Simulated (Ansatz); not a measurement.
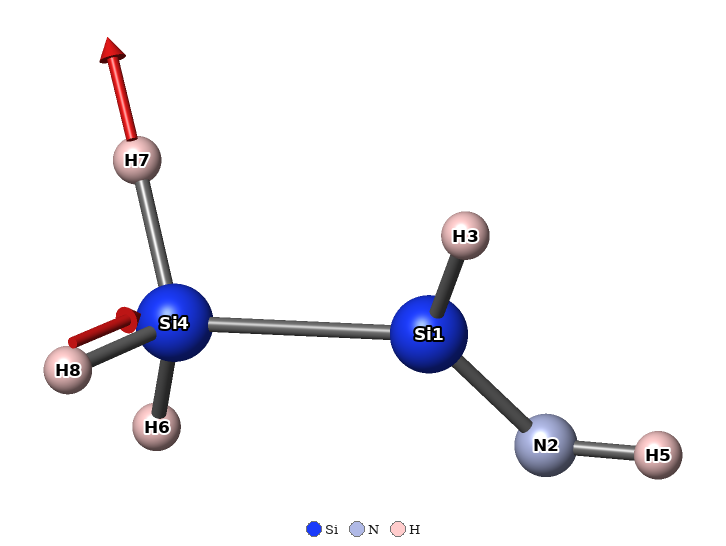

The arrows show one normal mode. Harmonic vibrations computed with RKS PBE0-D4/def2-TZVP (Ansatz 0.2.0) at a stationary point of the same level.

Question: What kind of motion is it?

Answer: Mostly out-of-phase stretching of 2 Si–H bonds.

Question: At what wavenumber does it lie?

Answer: 2226 cm⁻¹; it is mode 16 of 18 counted from the lowest.
